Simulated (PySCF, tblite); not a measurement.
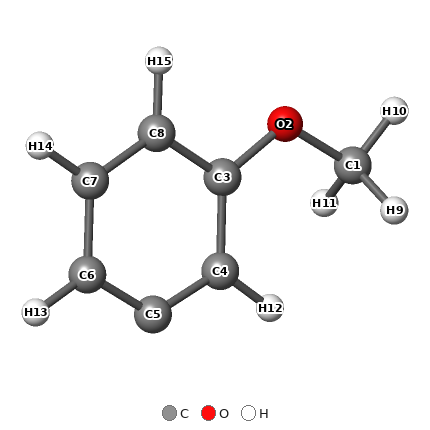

First-order isotropic EPR spectrum (fast tumbling, first derivative) of C₇H₇O, SMILES COc1c[c]ccc1, doublet at 9.50 GHz, Lorentzian lines of 0.04 mT full width at half height, from computed g and hyperfine couplings (B3LYP/pcH-1 in PySCF, at a GFN2-xTB geometry (a minimum by its frequencies), gas phase); values of one conformer, averaged over methyl-type rotors alone; other conformers aren't averaged in; no vibrational averaging; dilute isotopes left out. The SMILES is one Lewis form and needn't show where the spin sits.

### Give g and the hyperfine couplings.

g_iso = 2.0022, which centres the spectrum at 339.0 mT; it spans 5.2 mT.

```tsv
nuclei	isotope	a (mT)	a (MHz)
H12	¹H	2.34	65.6
H13	¹H	1.93	54.0
H14	¹H	0.71	19.9
H15	¹H	0.14	3.8
H9, H10, H11	¹H	0.03	1.0
```

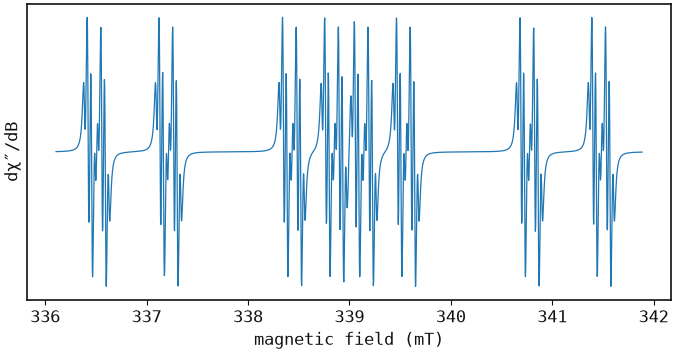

Caveats: the tight-binding geometry is rougher than a DFT one and adds to the error.
